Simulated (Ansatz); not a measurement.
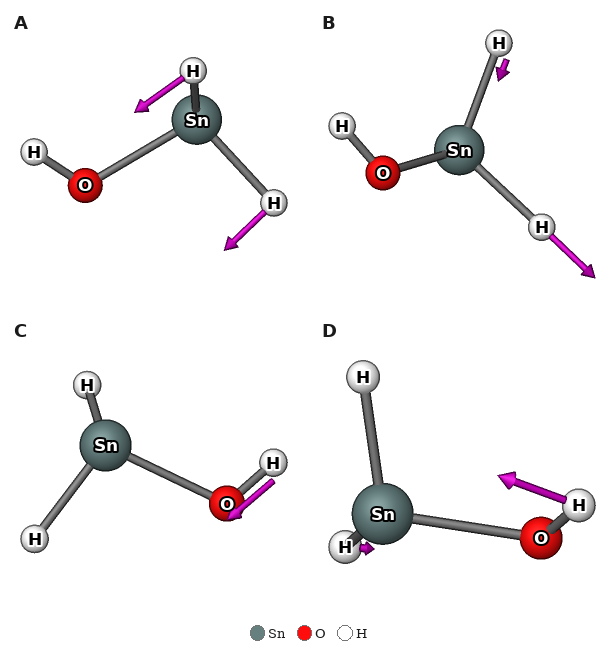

4 normal modes of one molecule or complex, as arrows. State: neutral, doublet. Harmonic vibrations computed with UKS PBE0-D4/def2-TZVP, core potentials on Sn (Ansatz 0.2.0) at a stationary point of the same level.

Question: Match the panels to the wavenumbers 562 cm⁻¹, 836 cm⁻¹, 1870 cm⁻¹, 3891 cm⁻¹.

Answer: A: 562 cm⁻¹, H–Sn–O bending
B: 1870 cm⁻¹, Sn–H stretching
C: 3891 cm⁻¹, O–H stretching
D: 836 cm⁻¹, H–O–Sn bending
